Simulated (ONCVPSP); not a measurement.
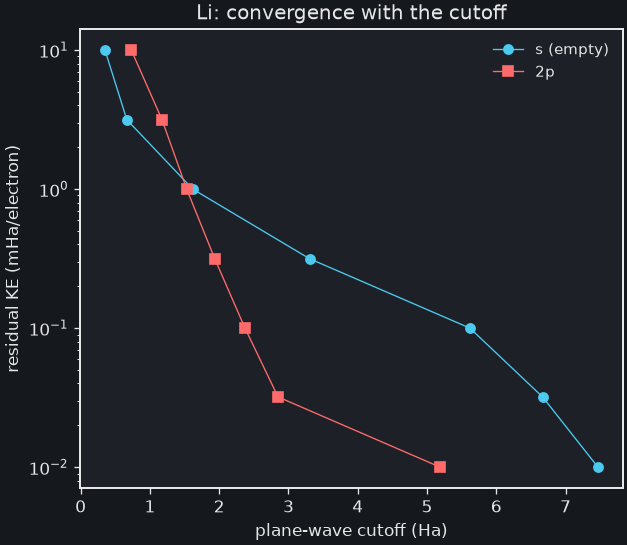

Residual kinetic energy of the pseudo-waves (the first of each channel, and further valence shells) beyond the plane-wave cutoff, as the generator prints it.

```yaml
element: Li
generator: ONCVPSP 4.0.1
type: optimised norm-conserving Vanderbilt (ONCV)
functional: PBEsol
relativity: scalar-relativistic
frozen_core: [He]
valence_charge: 1
reference_configuration: 2p1
partial_waves: s scattering state at 0.28 Ha: rc 3.20 bohr, ncon 4, nbas 6, qcut 1.8 1/bohr, 3 projectors, debl 0.8 Ha; 2p: rc 4.00 bohr, ncon 4, nbas 9, qcut 2.3 1/bohr, 1 projector
local_potential: polynomial inside 2.70 bohr (lpopt 5, dvloc0 1 Ha)
core_correction: none
```

In the s channel the program set the typed energies aside and used 0.050, 0.850, 1.650 Ha.

Q: Which cutoffs does the potential need for its occupied states?

A: 1.5 Ha for 1 mHa and 2.4 Ha for 0.1 mHa per electron. The first is set by 2p.

Q: Read the cutoffs for an error of 1 mHa per electron.

A: s (empty): 1.6 Ha; 2p: 1.5 Ha.

The potential isn't sound: its ghost test gives GHOST(-) flagged for s at -3.2 eV; no localised positive-energy state flagged.
